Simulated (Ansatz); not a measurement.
**C2H7NSi (SMILES NC1C[SiH2]1) at revPBE/def2-SVP**

Aim: the vertical ionisation energy of C2H7NSi at revPBE/def2-SVP, from 2 runs. 

Program for the calculation: Ansatz 0.2.0.

61 further runs of the same task are left out: 61 set aside as unsound or not needed.

## (1) Starting point

The species is C2H7NSi (11 atoms), meant as a singlet with charge 0. SMILES: `NC1C[SiH2]1`. The coordinates come from a PBE0-D4/def2-TZVP relaxation. This is one conformer, not always the lowest.

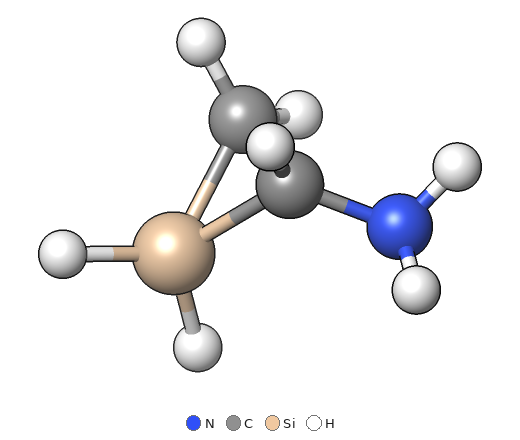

The structure, seen from a chosen angle (nitrogen blue, carbon grey, silicon light orange, hydrogen white).

## (2) A single-point energy at revPBE/def2-SVP

job.yaml

```yaml
crystal:
  periodic: [false, false, false]
  atoms:
    - {symbol: "N", position_ang: [-1.337200, 0.826100, -0.314200]}
    - {symbol: C, position_ang: [0.048100, 0.587400, -0.015100]}
    - {symbol: C, position_ang: [0.296100, -0.519700, 1.025200]}
    - {symbol: Si, position_ang: [0.845000, -0.955900, -0.685100]}
    - {symbol: H, position_ang: [-1.450400, 1.288300, -1.206000]}
    - {symbol: H, position_ang: [-1.774000, 1.401500, 0.397500]}
    - {symbol: H, position_ang: [0.701400, 1.454200, 0.118600]}
    - {symbol: H, position_ang: [1.025100, -0.311700, 1.801300]}
    - {symbol: H, position_ang: [-0.607900, -0.997000, 1.390600]}
    - {symbol: H, position_ang: [2.288700, -0.939900, -1.005500]}
    - {symbol: H, position_ang: [0.030300, -1.890100, -1.486800]}
basis:
  gaussian:
    orbitals: def2-SVP
hamiltonian:
  xc: {name: revPBE}
accuracy: high
output:
  orbitals: {seedname: orbitals}
```

On the command line:

```
$ ansatz run job.yaml --threads 1 --pin off --max-ram 3480MiB --events-out events.jsonl --progress --plain --runs-dir runs
```

Standard output:

```text
Warning: RAYON_NUM_THREADS=1 ignored (pool sized by the plan → 1); use --threads N
Functional definition: revPBE
  name "revPBE"
  parameter kappa = 1.245
  parameter beta = 0.06672455060314922
  exchange = pbe_x(kappa = kappa, mu = beta*pi^2/3)
  correlation = pbe_c(beta = beta)
2284 factors; integrals over basis functions are off by at most 3.9e-9 eV
mean field evaluation 1: about -11533.8311 eV, gradient 7.1e1 eV
mean field evaluation 2: about -11449.0513 eV, gradient 1.7e2 eV
mean field evaluation 4: about -11545.8836 eV, gradient 1.5e1 eV
mean field evaluation 8: about -11546.3586 eV, gradient 3.2e-1 eV
mean field evaluation 16: about -11546.3589 eV, gradient 4.9e-6 eV
mean field -11546.35885982 eV, -424.3208616952 hartree, gradient 4.8e-8 eV, S^2 0.000000; 0 other end points of the search recorded, 0 dependent functions left out
reference -11546.35886424 eV, -424.3208618576 hartree; 20, 20 occupied and 75, 75 virtual orbitals, 2284 factors
Total energy: -11546.35886424 eV, -424.3208618576 hartree
```

It took 6.6 s on 1 thread of Arm Neoverse V2, shared host; peak memory 0.27 GiB.

## (3) The doublet cation, same level

run.yaml

```yaml
basis:
  gaussian:
    orbitals: def2-SVP
crystal:
  periodic: [false, false, false]
  atoms:
    - {symbol: "N", position_ang: [-1.337200, 0.826100, -0.314200]}
    - {symbol: C, position_ang: [0.048100, 0.587400, -0.015100]}
    - {symbol: C, position_ang: [0.296100, -0.519700, 1.025200]}
    - {symbol: Si, position_ang: [0.845000, -0.955900, -0.685100]}
    - {symbol: H, position_ang: [-1.450400, 1.288300, -1.206000]}
    - {symbol: H, position_ang: [-1.774000, 1.401500, 0.397500]}
    - {symbol: H, position_ang: [0.701400, 1.454200, 0.118600]}
    - {symbol: H, position_ang: [1.025100, -0.311700, 1.801300]}
    - {symbol: H, position_ang: [-0.607900, -0.997000, 1.390600]}
    - {symbol: H, position_ang: [2.288700, -0.939900, -1.005500]}
    - {symbol: H, position_ang: [0.030300, -1.890100, -1.486800]}
total_charge: 1
magnetization:
  spin_polarized: true
  initial_magnetization: 1
hamiltonian:
  xc: {name: revPBE}
accuracy: high
output: {orbitals: {seedname: orbitals}}
```

On the command line:

```
$ ansatz run run.yaml --threads 1 --pin off --max-ram 3480MiB --events-out events.jsonl --progress --plain --runs-dir runs
```

Standard output, shortened:

```text
Warning: RAYON_NUM_THREADS=1 ignored (pool sized by the plan → 1); use --threads N
[... 6 set-up lines as earlier in the session ...]
2286 factors; integrals over basis functions are off by at most 3.6e-9 eV
mean field evaluation 1: about -11507.7300 eV, gradient 7.1e1 eV
mean field evaluation 2: about -11265.7731 eV, gradient 1.8e2 eV
mean field evaluation 4: about -11527.9329 eV, gradient 4.2e1 eV
mean field evaluation 8: about -11538.3373 eV, gradient 6.1e-1 eV
mean field evaluation 16: about -11538.3332 eV, gradient 5.6e-4 eV
mean field evaluation 32: about -11538.0620 eV, gradient 3.5e0 eV
mean field -11538.33315691 eV, -424.0259225534 hartree, gradient 7.5e-8 eV, S^2 0.751729; 2 other end points of the search recorded, 0 dependent functions left out
reference -11538.33316147 eV, -424.0259227208 hartree; 20, 19 occupied and 75, 76 virtual orbitals, 2286 factors
Total energy: -11538.33316147 eV, -424.0259227208 hartree
```

It took 12 s on 1 thread of Arm Neoverse V2, shared host; peak memory 0.33 GiB.

## (4) What came out

At revPBE/def2-SVP:

| quantity | value |
| --- | --- |
| singlet C2H7NSi: total energy | -424.32086 Eh |
| singlet C2H7NSi: HOMO energy | -4.86 eV |
| singlet C2H7NSi: LUMO energy | 0.05 eV |
| singlet C2H7NSi: HOMO–LUMO gap | 4.90 eV |
| doublet cation: total energy | -424.02592 Eh |
| doublet cation: HOMO energy (highest over α and β) | -12.00 eV |
| doublet cation: LUMO energy (lowest over α and β) | -11.16 eV |
| doublet cation: ⟨S²⟩ | 0.752 |
| vertical ionisation energy (to the doublet cation) | 8.026 eV |

The vertical ionisation energy comes to 8.03 eV (774 kJ/mol). −ε(HOMO) before ionisation, 4.86 eV, is 3.17 eV below this ionisation energy.
